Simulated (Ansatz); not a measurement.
# HF/3-21G run of BSiNH4S (SMILES S[SiH]1BN1)

Aim: the vertical ionisation energy of BSiNH4S at HF/3-21G, from 2 runs. 

The results are computed with Ansatz 0.2.0.

97 further runs of the same task are left out: 97 set aside as unsound or not needed.

## Step 1: Starting point

The species is BSiNH4S (8 atoms), meant as a singlet with charge 0. As SMILES, `S[SiH]1BN1`. The coordinates come from a PBE0-D4/def2-TZVP relaxation. This is one conformer, not always the lowest.

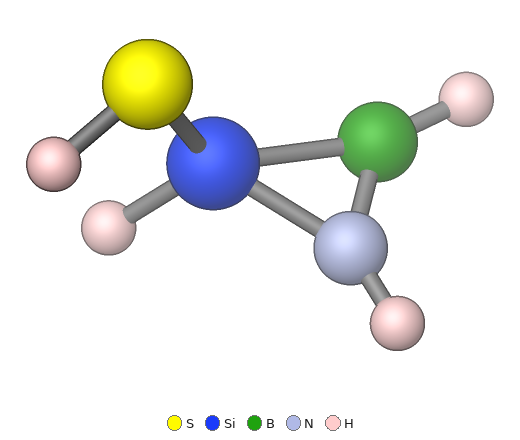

The structure, seen from a chosen angle (sulfur yellow, silicon blue, boron green, nitrogen light blue, hydrogen pink).

## Step 2: A single-point energy at HF/3-21G

input.yaml

```yaml
crystal:
  periodic: [false, false, false]
  atoms:
    - {symbol: S, position_ang: [-2.198700, -0.554700, -0.360400]}
    - {symbol: Si, position_ang: [-0.326600, -0.039100, 0.515400]}
    - {symbol: B, position_ang: [1.350500, -0.825500, 0.014200]}
    - {symbol: N, position_ang: [0.999600, 0.392100, -0.541100]}
    - {symbol: H, position_ang: [-2.816800, 0.582000, 0.001900]}
    - {symbol: H, position_ang: [-0.578800, 0.932200, 1.605800]}
    - {symbol: H, position_ang: [2.264800, -1.577600, -0.080200]}
    - {symbol: H, position_ang: [1.398200, 1.033600, -1.211500]}
basis:
  gaussian: {orbitals: 3-21G.json}
hamiltonian: {xc: hf}
accuracy: high
output: {orbitals: {seedname: orbitals}}
```

The basis set 3-21G is read from a file made from the Basis Set Exchange's data (not shown).

Launch:

```bash
$ ansatz run input.yaml --threads 1 --pin off --max-ram 2610MiB --events-out events.jsonl --progress --plain --runs-dir runs
```

What it wrote:

```text
Warning: RAYON_NUM_THREADS=1 ignored (pool sized by the plan → 1); use --threads N
Functional definition: HF
  name "HF"
  exchange = exact_x
  correlation = 0
1232 factors; integrals over basis functions are off by at most 4.6e-9 eV
mean field evaluation 1: about -20786.5846 eV, gradient 2.7e1 eV
mean field evaluation 2: about -20786.8902 eV, gradient 2.8e1 eV
mean field evaluation 4: about -20788.9189 eV, gradient 2.9e0 eV
mean field evaluation 8: about -20788.9553 eV, gradient 1.4e-1 eV
mean field evaluation 16: about -20788.9555 eV, gradient 2.2e-8 eV
mean field -20788.95548302 eV, -763.9800227407 hartree, gradient 2.2e-8 eV, S^2 0.000000; 0 other end points of the search recorded, 0 dependent functions left out
reference -20788.95548302 eV, -763.9800227407 hartree; 23, 23 occupied and 29, 29 virtual orbitals, 1232 factors
Total energy: -20788.95548302 eV, -763.9800227407 hartree
```

Run time: 0.81 s. Hardware: 1 thread of Arm Neoverse V1, shared host; peak memory 0.12 GiB.

## Step 3: The doublet cation, same level

Edit input.yaml of step 2 so:

```diff
@@ -12,5 +12,12 @@
 basis:
-  gaussian: {orbitals: 3-21G.json}
-hamiltonian: {xc: hf}
+  gaussian:
+    orbitals: 3-21G.json
+total_charge: 1
+magnetization:
+  spin_polarized: true
+  initial_magnetization: 1
+output:
+  orbitals: {seedname: orbitals}
+hamiltonian:
+  xc: hf
 accuracy: high
-output: {orbitals: {seedname: orbitals}}
```

The basis set 3-21G is read from a file made from the Basis Set Exchange's data (not shown).

Launch:

```bash
$ ansatz run input.yaml --threads 1 --pin off --max-ram 2610MiB --events-out events.jsonl --progress --plain --runs-dir runs
```

What it wrote:

```text
Warning: RAYON_NUM_THREADS=1 ignored (pool sized by the plan → 1); use --threads N
[... 4 set-up lines as earlier in the session ...]
1230 factors; integrals over basis functions are off by at most 4.6e-9 eV
mean field evaluation 1: about -20775.6050 eV, gradient 2.9e1 eV
mean field evaluation 2: about -20775.8883 eV, gradient 2.9e1 eV
mean field evaluation 4: about -20779.7760 eV, gradient 2.3e0 eV
mean field evaluation 8: about -20779.8537 eV, gradient 3.8e-1 eV
mean field evaluation 16: about -20779.8640 eV, gradient 6.3e-6 eV
mean field evaluation 32: about -20778.6746 eV, gradient 4.5e0 eV
mean field evaluation 64: about -20779.8797 eV, gradient 6.0e-1 eV
mean field evaluation 96: about -20778.5780 eV, gradient 4.4e0 eV
mean field evaluation 128: about -20779.2796 eV, gradient 6.4e0 eV
mean field evaluation 160: about -20779.8019 eV, gradient 2.3e-1 eV
mean field evaluation 192: about -20778.4724 eV, gradient 3.2e0 eV
mean field evaluation 224: about -20779.8329 eV, gradient 5.9e-1 eV
mean field evaluation 256: about -20779.8533 eV, gradient 2.8e-1 eV
mean field evaluation 288: about -20763.2430 eV, gradient 1.1e1 eV
mean field -20779.91666757 eV, -763.6478523999 hartree, gradient 2.6e-8 eV, S^2 0.768849; 4 other end points of the search recorded, 0 dependent functions left out
reference -20779.91666757 eV, -763.6478523999 hartree; 23, 22 occupied and 29, 30 virtual orbitals, 1230 factors
Total energy: -20779.91666757 eV, -763.6478523999 hartree
```

Run time: 4.5 s. Hardware: 1 thread of Arm Neoverse V1, shared host; peak memory 0.2 GiB.

## Step 4: Outcome

Level: HF/3-21G.

```
                                          quantity          value
                     singlet BSiNH4S: total energy  -763.98002 Eh
                      singlet BSiNH4S: HOMO energy       -9.88 eV
                      singlet BSiNH4S: LUMO energy        3.53 eV
                    singlet BSiNH4S: HOMO–LUMO gap       13.41 eV
                      doublet cation: total energy  -763.64785 Eh
doublet cation: HOMO energy (highest over α and β)      -15.27 eV
 doublet cation: LUMO energy (lowest over α and β)       -7.89 eV
                              doublet cation: ⟨S²⟩          0.769
vertical ionisation energy (to the doublet cation)       9.039 eV
```

In words: The vertical ionisation energy comes to 9.04 eV (208 kcal/mol). −ε(HOMO) before ionisation, 9.88 eV, is 0.84 eV above this ionisation energy.
